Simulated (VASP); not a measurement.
Band structure of SrVO$_{3}$ (cubic perovskite). These are optB86b-vdW, VASP's PBE PAW potentials (set 64) (plane waves; VASP) values and carry that method's errors.

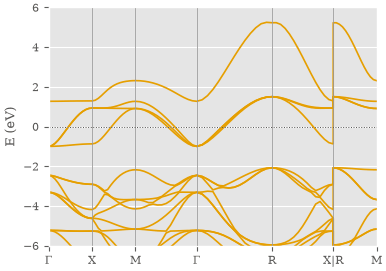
Fig. 1. Bands along high-symmetry lines, zero at the valence-band maximum or, without a gap, the Fermi level

Question: Read the plot: is there a gap, and where are the band edges?

Answer: It has no gap at this level: it comes out as a metal or semimetal. (Edges off the drawn lines would not show.)

The compound is SrVO3 in the cubic perovskite structure. It was relaxed first. The run is not spin-polarised, so no magnetic state was tried. The electron count is odd and the run is not spin-polarised, which forces a metal.
